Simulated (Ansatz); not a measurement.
```xyz
9

C    -1.0070   -1.3972    0.4305
B    -1.9148   -0.1216    0.3020
F    -2.4063    0.5008    1.3641
F    -2.2308    0.3910   -0.8787
N    -0.7043   -1.8992    1.7751
H    -0.2506   -1.1693    2.3253
H    -1.5708   -2.1088    2.2718
H    -0.0603   -1.1987   -0.1088
H    -1.4685   -2.2066   -0.1683
```

Geometry: B3LYP-D3(BJ)/def2-SVP.

These are results of isolated molecule in a Gaussian basis; Kohn-Sham density functional theory, functional PBE0 (Ansatz 0.2.0), not measurements.

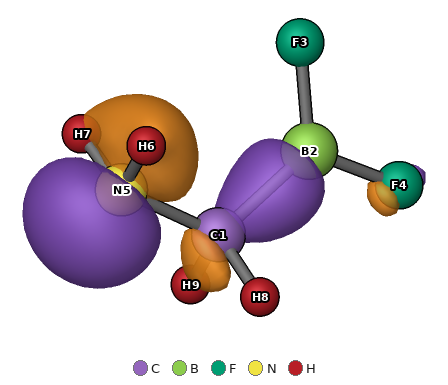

CH$_{4}$BF$_{2}$N (SMILES NCB(F)F). The HOMO at ±0.2 Å⁻³ᐟ² (orange and purple are the two phases), seen at a tilt.

> Where does this orbital lie, and at what energy?

It lies mainly on N5 (about 65 %), C1 (about 10 %) and B2 (about 5 %). Its energy is −7.14 eV.
